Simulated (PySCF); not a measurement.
# CH5N2OSi, doublet, SMILES `[NH][SiH2]C(N)=O`: electronic structure

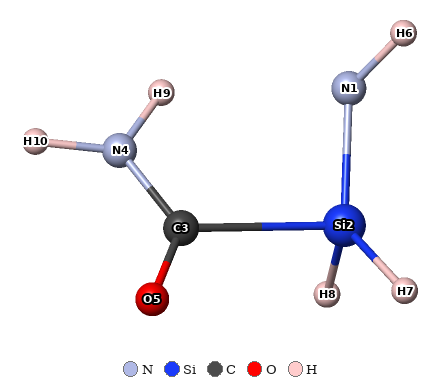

The molecule, with its atoms numbered as below. No frequency check shows the geometry to be a minimum.

Coordinates in Å:

```
N1       1.6432    0.8256    0.2808
Si2      0.9856   -0.6152   -0.1742
C3      -0.9334   -0.0556    0.0309
N4      -1.0977    1.2325   -0.1973
O5      -1.7523   -0.8973    0.2762
H6       2.2781    0.9389    1.0549
H7       1.0493   -1.9241    0.4698
H8       0.9494   -0.7587   -1.6342
H9      -0.2653    1.7960   -0.2908
H10     -2.0103    1.6663   -0.1397
```

### 1. Bonding charge

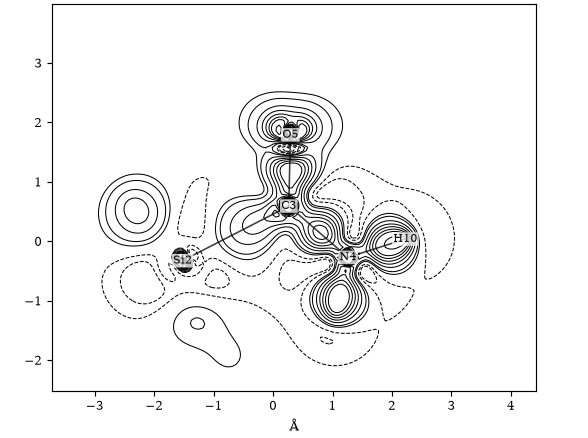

Deformation density (molecule less spherical, spin-averaged free atoms) in the plane of Si2, C3, N4, O5 and H10; contours at ±0.05 to ±0.8 e/Å³; solid lines: gain, dashed lines: loss.

Level of theory: B3LYP/cc-pVTZ (PySCF), at a geometry from GFN2-xTB. The stability of the open-shell solution wasn't checked. GFN2-xTB doesn't know the spin state, so this open-shell geometry is rough.

Q: How much density has each bond in this plane gained at its critical point, relative to the free atoms?

A: N4–H10: +0.88 e/Å³ at the bond critical point (bond length 1.01 Å, Mayer order 0.9). C3–O5: +0.67 e/Å³ at the bond critical point (bond length 1.20 Å, Mayer order 2.0). C3–N4: +0.52 e/Å³ at the bond critical point (bond length 1.32 Å, Mayer order 1.3). Si2–C3: +0.11 e/Å³ at the bond critical point (bond length 2.01 Å, Mayer order 0.8); up to 0.6 Å beside the axis the gain reaches +0.35 e/Å³. In all, 2.3 electrons gather in the regions of gain relative to the promolecule. A small or negative value marks a very polar bond, one between electron-rich atoms, whose free-atom densities already overlap strongly, a long bond to a heavier atom, or a closed-shell contact such as a hydrogen bond.

Q: Where do the Hirshfeld charges lie?

A: The highest Hirshfeld charge is on Si2 (+0.35 e), the lowest on N1 (−0.30 e).

```json
{"atom": "N1", "charge (e)": "−0.30"}
{"atom": "Si2", "charge (e)": "+0.35"}
{"atom": "C3", "charge (e)": "+0.12"}
{"atom": "N4", "charge (e)": "−0.15"}
{"atom": "O5", "charge (e)": "−0.24"}
{"atom": "H6", "charge (e)": "+0.10"}
{"atom": "H7", "charge (e)": "−0.08"}
{"atom": "H8", "charge (e)": "−0.07"}
{"atom": "H9", "charge (e)": "+0.12"}
{"atom": "H10", "charge (e)": "+0.15"}
```

### 2. Local ionisation energy

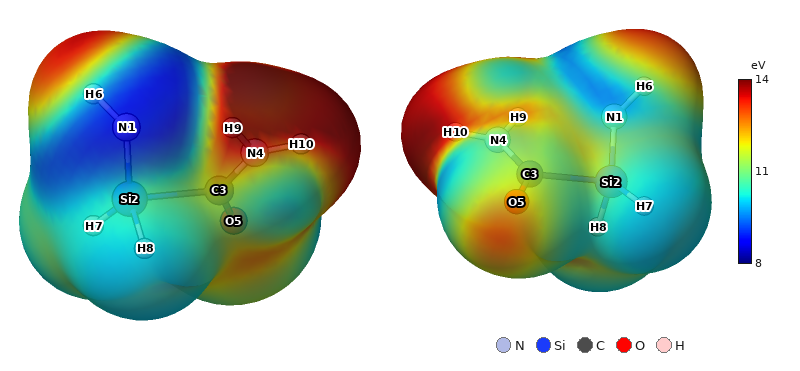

Average local ionisation energy on the surface of electron density 0.001 a.u. (back view left, front view right).

Q: Where are the most loosely bound electrons on this surface?

A: The lowest value is 8.6 eV, 2.0 Å from N1. Further minima include 9.7 eV, off the N1–H6 bond (2.0 Å from its atoms); 9.8 eV, 1.8 Å from O5; 9.8 eV, 1.5 Å from H7. For comparison, the highest occupied orbital lies at −6.7 eV.

### 3. Spin density

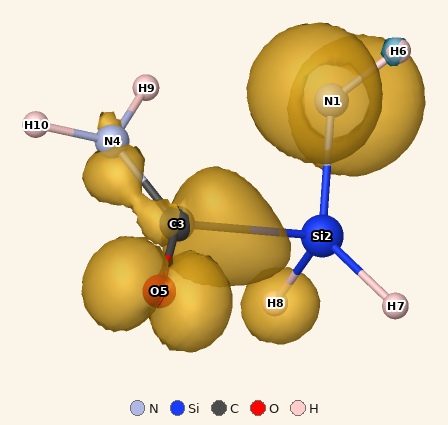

Spin density ρα − ρβ at ±0.03 e/Å³ (yellow: excess α, teal: excess β).

Q: Where is the unpaired spin?

A: Hirshfeld spin populations: N1 +0.55, O5 +0.17, C3 +0.12, Si2 +0.05 and H8 +0.04. ⟨S²⟩ = 0.76, against 0.75 for a pure state.

### 4. In an electric field

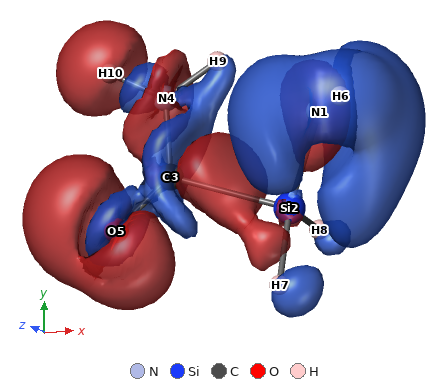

Change of the electron density in a uniform field of 0.10 V/Å, surfaces at ±0.0008 e/Å³ (blue: gain, red: loss).

Method: PBE0/6-311+G**; geometry: GFN2-xTB; program: PySCF. The basis has diffuse s and p functions alone, which still leaves polarisabilities too small, most of all across bonds. The stability of the open-shell solution wasn't checked. GFN2-xTB doesn't know the spin state, so this open-shell geometry is rough.

Q: Along which Cartesian direction does the field point?

A: Along −x: electrons gather on the +x side, against the field.

Q: How large is the response?

A: The induced dipole is 0.56 D (along the field); α along this axis, from the fields in both directions, is 107 bohr³ (15.9 Å³).

Q: Which atoms gain and lose the most charge?

A: Electrons gather most on N1 (Hirshfeld charge changes by −0.013 e) and leave O5 most (+0.014 e); 0.042 electrons are displaced in all.
